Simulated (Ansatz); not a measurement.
Base system: InP in the zinc blende structure (space group F-43m, No. 216; a = 5.8786 Å).

Modification: the cell is scaled by 0.9472 in all directions; the atoms relax in the strained cell.

All numbers come from PBEsol (Ansatz, a quantum-chemistry and plane-wave program, PAW, without spin-orbit coupling).

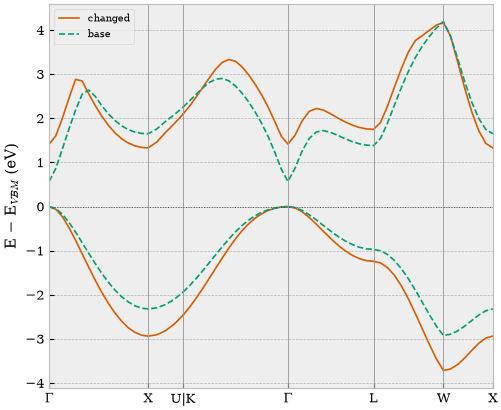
Figure: Highest valence and lowest conduction band along the path, each from its own valence-band maximum

From the figure, how large is the changed gap, and is it direct?

About 1.3 eV, indirect, Γ → X.

Semilocal Kohn–Sham gaps tend to fall short of experiment. No phonon test of stability was made.
